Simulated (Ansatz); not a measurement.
# Amorphous Ge-Sb-Te (Ge$_{18}$Sb$_{18}$Te$_{45}$)

It comes from a melt-quench run on a machine-learned potential (CHGNet), relaxed afterwards by DFT. The hot cell started wider than the set density and was brought back towards it in steps. It is the lowest in DFT energy of 4 quenches. It is a model cell: composition and starting density were chosen by hand, and all elements were melted together. No dispersion term was used.

Method: PBE, scalar-relativistic without spin-orbit coupling, PAW (Ansatz default set, large-core Te) (plane waves to 420 eV; Ansatz, an electronic-structure program). Geometry, pressure, stress and energy are those of the PBE run. Its sampling: a 2×2×2 Γ-centred mesh; Fermi-Dirac width 0.05 eV; no spin polarisation. So small a spacing is near the smearing width and the bands' dispersion over the mesh, so it is a value of this cell and mesh.

* **Number of atoms in the cell**: 81
* **Density (held, not predicted)**: 5.85 g/cm³
* **Volume per atom**: 32.39 Å^3
* **Pressure on a 2×2×2 Γ-centred mesh**: 0.87 GPa
* **Largest force and stress component on that mesh (the relaxation ran on the zone centre alone)**: 0.43 eV/Å and 0.9 GPa
* **Gap on a 2×2×2 Γ-centred mesh (PBE)**: 0.11 eV
* **Gap at the zone centre (PBE)**: 0.34 eV

Cut-offs for bonds: Ge-Ge 2.85 Å, Ge-Sb 3.11 Å, Ge-Te 3.18 Å, Sb-Sb 3.24 Å, Sb-Te 3.32 Å, Te-Te 3.31 Å.

The mean coordination of Ge comes out as 3.94 (5 with 3, 9 with 4, 4 with 5) and the mean coordination of Sb is 4.06 (6 with 3, 7 with 4, 3 with 5, 2 with 6). The mean coordination of Te is 3.02 (7 with 2, 31 with 3, 6 with 4, 1 with 5) and the mean Ge-Te bond comes out as 2.860 Å (spread 0.134 Å, 62 counted). The mean Sb-Te bond comes out as 3.008 Å (spread 0.125 Å, 60 counted).

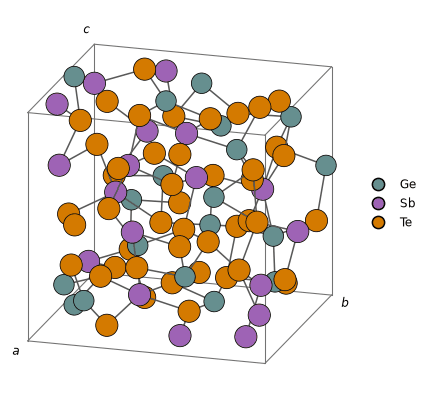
*The relaxed cell*

Its density started from a set value of 5.85 g/cm³. The simulated quench (nominally 40 K/ps over its main leg) is rapid and tends to freeze in more defects than a deposited or slowly cooled glass has. Values belong to this one cell and scatter from quench to quench. The volume was held where the preparation left it and the shape relaxed, at a PBE pressure of 0.9 GPa. Stress components on the final sampling reach 0.9 GPa. On a 2×2×2 Γ-centred mesh force components of up to 0.43 eV/Å stay, since the relaxation ran on the zone centre alone.
